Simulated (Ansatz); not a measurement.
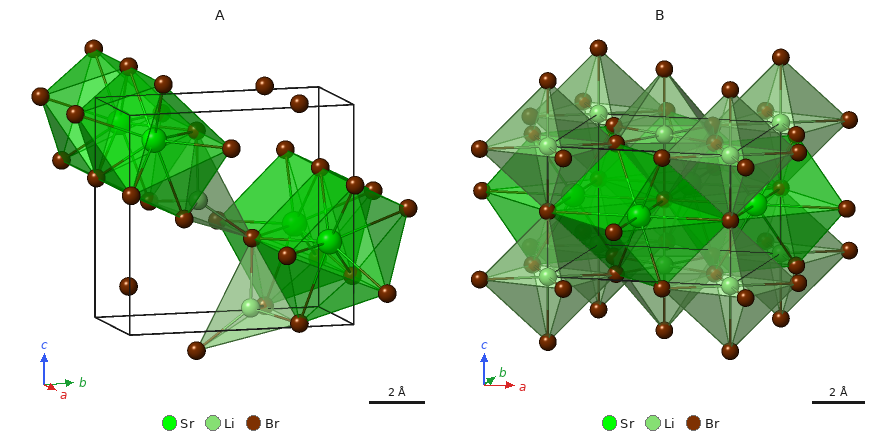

Two structures of SrLiBr₃, each relaxed to rest (conventional cells in solid outline, small ones repeated, not to one scale). Method: Ansatz 0.2.0, DFT PBE, scalar-relativistic, plane waves, PAW, without spin polarisation.

Name structures A and B.

Answer. A: 10 atoms a cell on a primitive orthorhombic lattice, Pmc2_1. B: 10 atoms a cell on a primitive tetragonal lattice, P4/mbm.

Which structure wins energetically, and by what margin?

Answer. A is lower, by 87 meV/atom at this level of theory (energies at zero smearing). Volumes: A 31.2, B 27.9 Å³/atom.

One or both may be structure types tried for this composition rather than known phases.
